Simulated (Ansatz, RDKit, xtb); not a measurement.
# Isomers of C5H5FS, a sample narrowed down

A sample of isomers of C5H5FS is drawn. Aim: find which of them has the lowest free energy at 298.15 K, then its properties. The sample is small against all isomers, and the most stable one of this formula need not be in it.

The funnel: GFN2-xTB relaxations, single points with a density functional, relaxations at r2SCAN-D4/def2-SVP, harmonic vibrations (at GFN2-xTB), and a last energy at a higher level. All values are calculated.

## 1. Drawing up candidates

Isomers were taken from a list of plausible structures; this is a sample, not all of them. That gives 5 candidates.

```
label       SMILES     spin
 c007    Cc1ccsc1F  singlet
 c176    Cc1sccc1F  singlet
 c495    Cc1cscc1F  singlet
 c710  Cc1cc(F)cs1  singlet
 c848  Cc1csc(F)c1  singlet
```

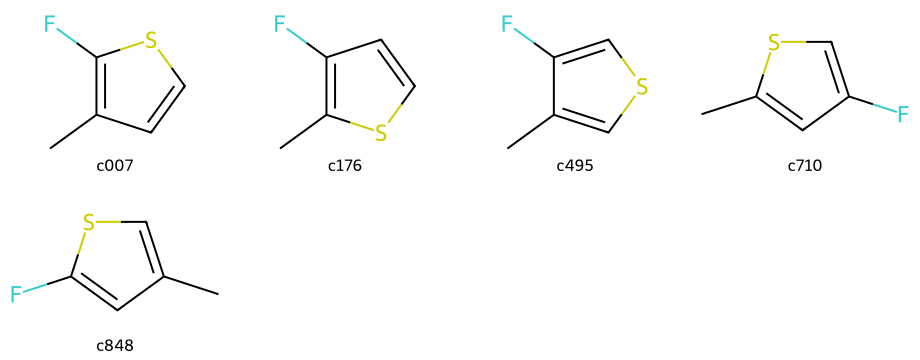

Structural formulas of the candidates.

Candidates are built by distance geometry, with a force field where one applies, in up to four conformers (letters a to d).

## 2. Search with GFN2-xTB

All 5 starts are relaxed the same way. One of them, c007a (taken from a list of positional isomers, embedded by distance geometry and MMFF94), in full:

Contents of start.xyz:

```xyz
12
c007a
C     -1.474112    -1.250321    -0.240616
C     -0.898854    -0.922519     1.079788
C      0.114715     0.040431     1.355461
C      0.437294     0.100020     2.615540
C     -1.310245    -1.491887     2.264540
F     -2.287402    -2.455755     2.324474
S     -0.510537    -0.953247     3.612317
H     -1.337935    -2.323622    -0.449137
H     -2.559541    -1.036560    -0.244952
H     -1.016108    -0.711086    -1.018994
H      0.587809     0.602991     0.510224
H      1.183414     0.752856     3.135690
```

On the command line:

```sh
xtb start.xyz --gfn 2 --opt
```

The log of the run, cut to the lines that bear on the results:

```text
* xtb version 6.7.1
[...]
          :  # basis functions                  39          :
[...]
          :  # electrons                        38          :
[...]
          :  Hamiltonian                  GFN2-xTB          :
[...]
          :  net charge                          0          :
          :  unpaired electrons                  0          :
[...]
   *** convergence criteria satisfied after 12 iterations ***
[...]
   *** GEOMETRY OPTIMIZATION CONVERGED AFTER 7 ITERATIONS ***
[...]
   *** convergence criteria satisfied after 3 iterations ***
[...]
         ::                     SUMMARY                     ::
         :::::::::::::::::::::::::::::::::::::::::::::::::::::
         :: total energy             -21.210287532488 Eh    ::
         :: gradient norm              0.000594143278 Eh/a0 ::
         :: HOMO-LUMO gap              3.831691668717 eV    ::
         ::.................................................::
         :: SCC energy               -21.466390256791 Eh    ::
         :: -> isotropic ES            0.011680459183 Eh    ::
         :: -> anisotropic ES          0.001207074742 Eh    ::
         :: -> anisotropic XC          0.004015894720 Eh    ::
         :: -> dispersion             -0.009120564990 Eh    ::
         :: repulsion energy           0.256102724303 Eh    ::
         :: add. restraining           0.000000000000 Eh    ::
         :: total charge              -0.000000000000 e     ::
         :::::::::::::::::::::::::::::::::::::::::::::::::::::
[...]
        19        2.0000           -0.3933666             -10.7041 (HOMO)
        20                         -0.2525545              -6.8724 (LUMO)
[...]
     #   Z          covCN         q      C6AA      α(0)
     1   6 C        3.755    -0.102    22.497     6.763
     2   6 C        3.116    -0.017    28.263     8.708
     3   6 C        3.128    -0.055    29.150     8.840
     4   6 C        2.935    -0.031    28.774     8.797
     5   6 C        2.821     0.158    24.567     8.121
     6   9 F        0.797    -0.208    11.316     3.974
     7  16 S        2.269    -0.013   141.598    20.028
     8   1 H        0.925     0.055     2.259     2.350
     9   1 H        0.925     0.055     2.259     2.350
    10   1 H        0.925     0.051     2.309     2.376
    11   1 H        0.926     0.050     2.314     2.379
    12   1 H        0.926     0.056     2.251     2.346
[...]
     #   Z sym  total        # sym  WBO       # sym  WBO       # sym  WBO
 ---------------------------------------------------------------------------
     1   6 C    3.995 --     2 C    1.021    10 H    0.984     8 H    0.972
                             9 H    0.972
     2   6 C    3.982 --     5 C    1.549     3 C    1.236     1 C    1.021
     3   6 C    3.986 --     4 C    1.643     2 C    1.236    11 H    0.963
     4   6 C    3.942 --     3 C    1.643     7 S    1.177    12 H    0.970
                             5 C    0.109
     5   6 C    3.845 --     2 C    1.549     7 S    1.146     6 F    0.977
                             4 C    0.109
     6   9 F    1.119 --     5 C    0.977
     7  16 S    2.609 --     4 C    1.177     5 C    1.146
     8   1 H    0.997 --     1 C    0.972
     9   1 H    0.997 --     1 C    0.972
    10   1 H    0.997 --     1 C    0.984
[...]
molecular dipole:
                 x           y           z       tot (Debye)
 q only:        0.463       0.516      -0.431
   full:        0.484       0.569      -0.628       2.481
molecular quadrupole (traceless):
[...]
          | TOTAL ENERGY              -21.210287532488 Eh   |
          | GRADIENT NORM               0.000594143278 Eh/α |
          | HOMO-LUMO GAP               3.831691668717 eV   |
           -------------------------------------------------
[...]
```

Run time: 0.071 s. Hardware: 2 threads of Intel Xeon Platinum 8488C (Sapphire Rapids), shared host.

## 3. Distinct minima at GFN2-xTB

5 of the 5 relaxations converged. 5 distinct structures remain:

```
label  start  SMILES after     spin  energy (kcal/mol)
c495a  drawn     Cc1cscc1F  singlet                0.0
c710a  drawn   Cc1cc(F)cs1  singlet                0.1
c176a  drawn     Cc1sccc1F  singlet                0.5
c848a  drawn   Cc1csc(F)c1  singlet                2.0
c007a  drawn     Cc1ccsc1F  singlet                2.8
```

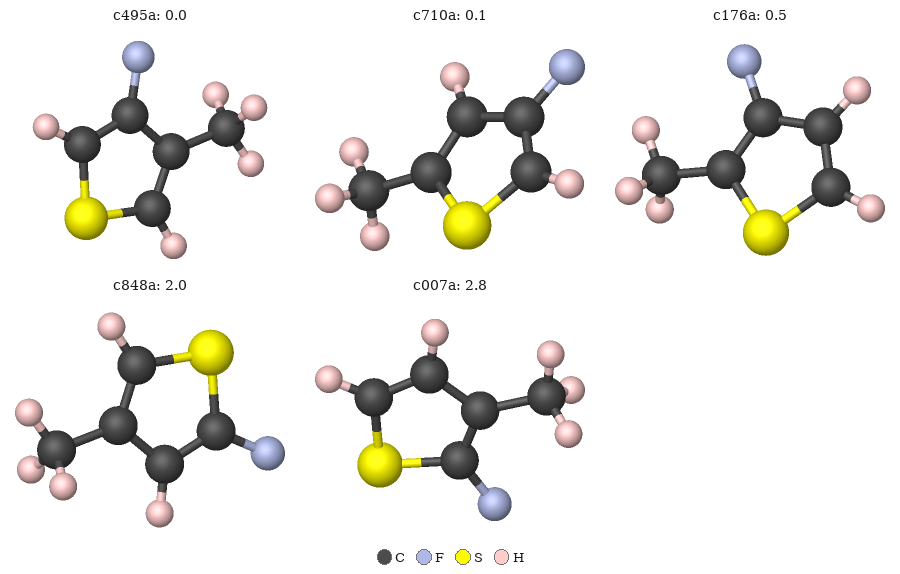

The 5 lowest minima that did not fall apart, with their GFN2-xTB energies in kcal/mol.

## 4. Second filter: single points

A choice of the minima (the low ones first, few conformers of a pattern, up to a cap) and the lowest that fell apart get a single point at r2SCAN-D4/def2-SVP on the tight-binding geometry, and one at HF/STO-3G for comparison. Some singlets are also tried as triplets at the same geometry (label ending in t). The first, c495a:

Contents of input.yaml:

```yaml
crystal:
  periodic: [false, false, false]
  atoms:
    - {symbol: C, position_ang: [-1.168012, -1.051941, -0.421033]}
    - {symbol: C, position_ang: [-0.719172, -0.989931, 0.999267]}
    - {symbol: C, position_ang: [0.039686, -1.911653, 1.647179]}
    - {symbol: C, position_ang: [-0.545554, -0.039019, 3.132606]}
    - {symbol: C, position_ang: [-1.044263, 0.081073, 1.877224]}
    - {symbol: F, position_ang: [-1.789727, 1.126354, 1.479167]}
    - {symbol: S, position_ang: [0.354515, -1.492069, 3.286819]}
    - {symbol: H, position_ang: [-0.800399, -1.955394, -0.898927]}
    - {symbol: H, position_ang: [-2.256242, -1.039008, -0.469996]}
    - {symbol: H, position_ang: [-0.801216, -0.183696, -0.967215]}
    - {symbol: H, position_ang: [0.438486, -2.825343, 1.254590]}
    - {symbol: H, position_ang: [-0.655191, 0.632705, 3.958916]}
basis:
  gaussian: {orbitals: def2-SVP}
magnetization: {spin_polarized: false, initial_magnetization: 0}
hamiltonian: {xc: r2scan, dispersion: d4}
scf: {lower_state_search: "off"}
output: {orbitals: {seedname: orbitals}}
```

On the command line:

```sh
ansatz run input.yaml --threads 2 --pin off --max-ram 5220MiB --events-out events.jsonl --progress --plain --runs-dir runs
```

The log of the run, cut to the lines that bear on the results:

```text
Warning: RAYON_NUM_THREADS=2 ignored (pool sized by the plan → 2); use --threads N
Functional definition: r2SCAN
  name "r2SCAN"
[...]
1433 factors; their error is unknown
[...]
mean field -18803.94542109 eV, -691.0322484531 hartree, gradient 4.0e-6 eV, S^2 0.000000; 0 other end points of the search recorded, 0 dependent functions left out
reference -18803.94542988 eV, -691.0322487759 hartree; 30, 30 occupied and 97, 97 virtual orbitals, 1433 factors
Total energy: -18804.02853483 eV, -691.0353028267 hartree
Checks for a lower state left out: stability, starts, cluster_reference, orbital_swaps, neighbouring_geometries, increment
```

It took 1.8 s on 2 threads of Intel Xeon Platinum 8488C (Sapphire Rapids), shared host; peak memory 0.17 GiB.

Relative energies in kcal/mol, each column from its lowest structure that stays in one piece:

```
 label       SMILES     spin  GFN2-xTB  HF/STO-3G  r2SCAN-D4/def2-SVP
 c176a    Cc1sccc1F  singlet       0.5        0.5                 0.0
 c495a    Cc1cscc1F  singlet       0.0        0.5                 0.2
 c710a  Cc1cc(F)cs1  singlet       0.1        0.4                 0.6
 c848a  Cc1csc(F)c1  singlet       2.0        0.0                 4.5
 c007a    Cc1ccsc1F  singlet       2.8        1.0                 4.8
c176at    Cc1sccc1F  triplet         –          –                83.3
c710at  Cc1cc(F)cs1  triplet         –          –                83.7
c495at    Cc1cscc1F  triplet         –          –                88.2
```

## 5. Third filter: density-functional geometries

5 candidates are relaxed at r2SCAN-D4/def2-SVP (chosen among the lowest in one piece). The first, c176a:

Contents of input.yaml:

```yaml
crystal:
  periodic: [false, false, false]
  atoms:
    - {symbol: C, position_ang: [-1.660975, -1.157574, -0.516345]}
    - {symbol: C, position_ang: [-0.887566, -1.001209, 0.742993]}
    - {symbol: C, position_ang: [0.745355, -1.172393, 2.608240]}
    - {symbol: C, position_ang: [-0.203588, -0.237013, 2.850926]}
    - {symbol: C, position_ang: [-1.124090, -0.152358, 1.780726]}
    - {symbol: F, position_ang: [-2.160236, 0.708199, 1.792137]}
    - {symbol: S, position_ang: [0.523534, -1.946564, 1.086540]}
    - {symbol: H, position_ang: [-2.043527, -2.173307, -0.610489]}
    - {symbol: H, position_ang: [-2.498074, -0.463189, -0.516416]}
    - {symbol: H, position_ang: [-1.031817, -0.953758, -1.381996]}
    - {symbol: H, position_ang: [1.569521, -1.461839, 3.228213]}
    - {symbol: H, position_ang: [-0.265262, 0.370041, 3.734659]}
basis:
  gaussian: {orbitals: def2-SVP}
scf: {lower_state_search: off}
relax: {f_tol: 0.006}
hamiltonian: {xc: {name: r2SCAN}, dispersion: d4}
```

On the command line:

```sh
ansatz run input.yaml --threads 2 --pin off --max-ram 5220MiB --events-out events.jsonl --progress --plain --runs-dir runs
```

The log of the run, cut to the lines that bear on the results:

```text
Warning: RAYON_NUM_THREADS=2 ignored (pool sized by the plan → 2); use --threads N
[...]
[... 2 set-up lines as earlier in the session ...]
[...]
1433 factors; their error is unknown
[...]
mean field -18803.95460580 eV, -691.0325859850 hartree, gradient 3.0e-6 eV, S^2 0.000000; 0 other end points of the search recorded, 0 dependent functions left out
[...]
reference -18803.95461463 eV, -691.0325863093 hartree; 30, 30 occupied and 97, 97 virtual orbitals, 1433 factors
relax step   1: F+E_penalty+E_count = -18804.03748826 eV  Δ(F+E_penalty+E_count) = +0.000e0 eV  max|allowed force component| = 5.527e-1 eV/Å  Δτ_max = 0.0000 Å  (20 SCF iters, accepted)
[...]
relax step   6: F+E_penalty+E_count = -18804.08189545 eV  Δ(F+E_penalty+E_count) = +1.827e-7 eV  max|allowed force component| = 2.675e-2 eV/Å  Δτ_max = 0.0014 Å  (15 SCF iters, rejected (line search))
[...]
Atom 3 at    -0.204297    -0.229542     2.862124 Å, force    -0.000034    -0.000685    -0.000577 eV/Å
Atom 4 at    -1.122328    -0.154676     1.779411 Å, force    -0.000198    -0.000441    -0.000740 eV/Å
Atom 5 at    -2.155650     0.697111     1.779105 Å, force    -0.000053    -0.000589    -0.001121 eV/Å
Atom 6 at     0.536568    -1.951883     1.097789 Å, force     0.001318    -0.001835    -0.000331 eV/Å
Atom 7 at    -2.075934    -2.177447    -0.641842 Å, force    -0.000928     0.000358     0.001019 eV/Å
Atom 8 at    -2.503762    -0.453586    -0.506264 Å, force    -0.000466    -0.000822    -0.001809 eV/Å
Atom 9 at    -1.056318    -0.945219    -1.420810 Å, force    -0.000088     0.001507     0.000310 eV/Å
Atom 10 at     1.596698    -1.462819     3.261744 Å, force     0.000717    -0.000166     0.000595 eV/Å
Atom 11 at    -0.270699     0.389542     3.757934 Å, force     0.001199    -0.000618     0.000484 eV/Å
Dipole moment:     0.103398    -0.104530    -0.030443 e Å
Checks for a lower state left out: stability, starts, cluster_reference, orbital_swaps, neighbouring_geometries, increment
```

Wall time 14 s (2 threads of Intel Xeon Platinum 8488C (Sapphire Rapids), shared host); peak memory 0.18 GiB.

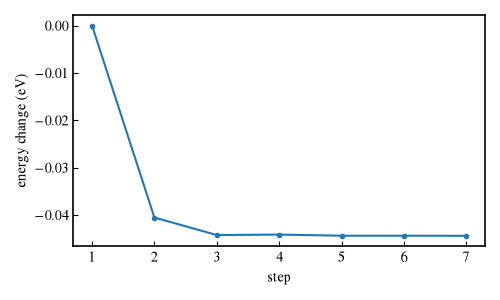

Energy along the run, all evaluated steps.

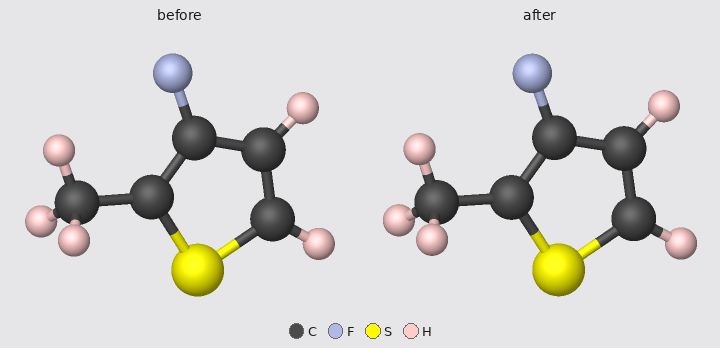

Before and after, at one scale.

After the run. Bond lengths: C1–C2 1.490 Å, C3–C4 1.373 Å, C2–C5 1.377 Å, C4–C5 1.421 Å, C5–F6 1.339 Å, C2–S7 1.737 Å, C3–S7 1.727 Å, C1–H8 1.102 Å, C1–H9 1.099 Å, C1–H10 1.102 Å, C3–H11 1.090 Å, C4–H12 1.091 Å. Some angles: C1–C2–C5 127.7°, C1–C2–S7 123.6°, C5–C2–S7 108.7°, C3–C4–C5 111.0°, C4–C3–S7 111.8°, C2–C5–C4 115.6°, C2–C5–F6 122.2°, C4–C5–F6 122.1°, C2–S7–C3 92.8°, C2–C1–H8 112.1°.

## 6. The relaxed candidates

```
label     spin  r2SCAN-D4/def2-SVP (kcal/mol)  r2SCAN-D4/def2-SVP, relaxed (kcal/mol)  time
c176a  singlet                            0.0                                     0.0  14 s
c495a  singlet                            0.2                                     0.1  10 s
c710a  singlet                            0.6                                     0.5  11 s
c007a  singlet                            4.8                                     4.2  63 s
c848a  singlet                            4.5                                     4.4  13 s
```

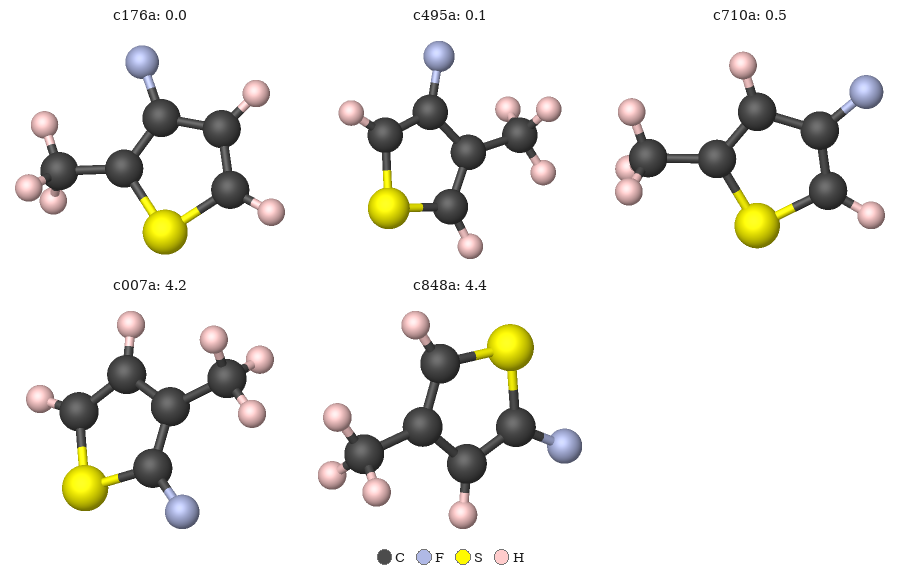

The relaxed structures, with energies at r2SCAN-D4/def2-SVP in kcal/mol.

(Part 1 of 2 ends here.)
